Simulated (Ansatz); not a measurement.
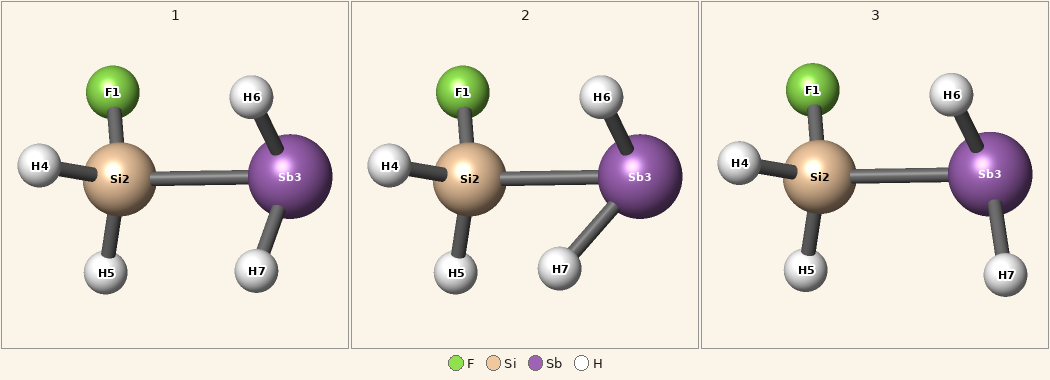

FH₄SbSi, SMILES F[SiH2][SbH2]. Two internal coordinates are moved rigidly from the geometry relaxed at PBE0-D4/def2-TZVP, all others fixed. The first coordinate is: bond Sb3–H7; the second: angle H7–Sb3–Si2. The scan uses a 7 × 7 grid. Points are written as (first, second). Energies are in kJ/mol, from the lowest grid point. These are results of RHF-CCSD(T), frozen core/def2-TZVPP in Ansatz, not measurements.

The numbered pictures are structures from this grid.

Question: Rank them by energy, lowest first.

Answer: 1, at (1.652 Å, 87.9°): 0 kJ/mol; 2, at (1.777 Å, 63.9°): 23 kJ/mol; 3, at (1.916 Å, 111.9°): 45 kJ/mol.

The map, with the structures marked:

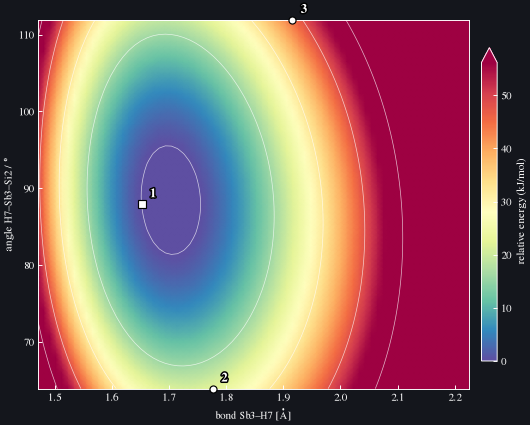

The picture shows a smooth colour map with a few white contour lines, one colour for all values above the top of the scale. Between grid points the surface is interpolated.
